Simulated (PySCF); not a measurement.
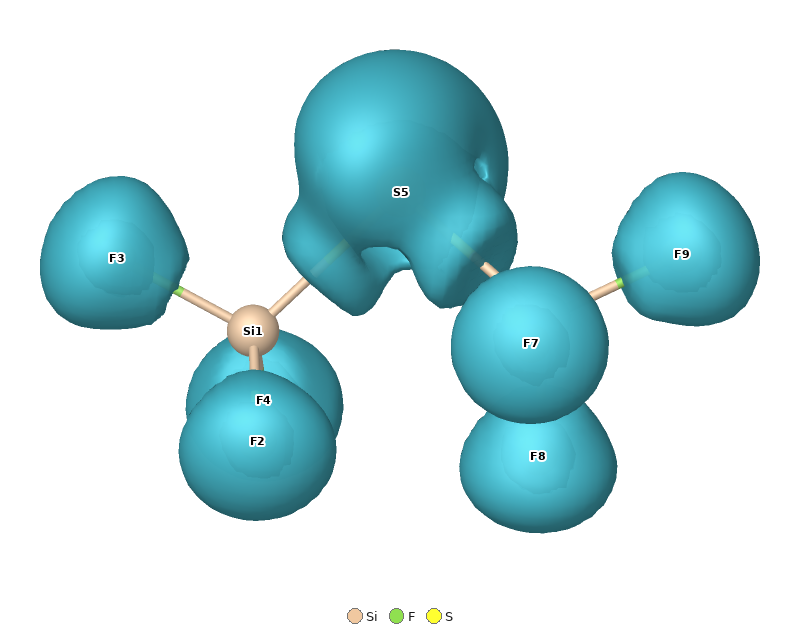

*F$_{6}$SSi$_{2}$ ((F3Si)2S). Isosurface of the ELF at 0.75 (cyan), seen at a tilt. Only the valence region is drawn (cores and ρ < 0.01 e/Å³ removed).*

Geometry: PBE0-D3(BJ)/def2-SVP.

Computed with PBE0/pcSseg-1, SCF density, gas phase, non-relativistic in PySCF 2.14.0.

```csv
atom,x (Å),y (Å),z (Å)
Si,1.4636,-0.2391,0.6184
F,1.4607,-1.0131,-0.7787
F,2.8985,0.4095,0.8618
F,1.2040,-1.3074,1.7710
S,0.0402,1.3178,0.6233
Si,-1.4309,0.3705,-0.5558
F,-1.1731,0.5523,-2.1167
F,-1.4935,-1.1940,-0.2421
F,-2.8368,1.0339,-0.2070
```

Question: Identify the bonds, lone pairs and shells in this picture.

Answer: At this value the surface marks out one region on S in which the atom's valence shell and bonds are merged and six regions wrapped around F (its lone pairs, merged into a ring or cap). Along the contacts the grid gives the following. Si–F (1.59 Å): the ELF peaks at about 0.85 in the valence shell of F, 0.6 Å from its nucleus, and is about 0.55 at the midpoint. Si–S (2.11 Å): the ELF peaks at about 0.95 between the atoms (localised, covalent bonding).
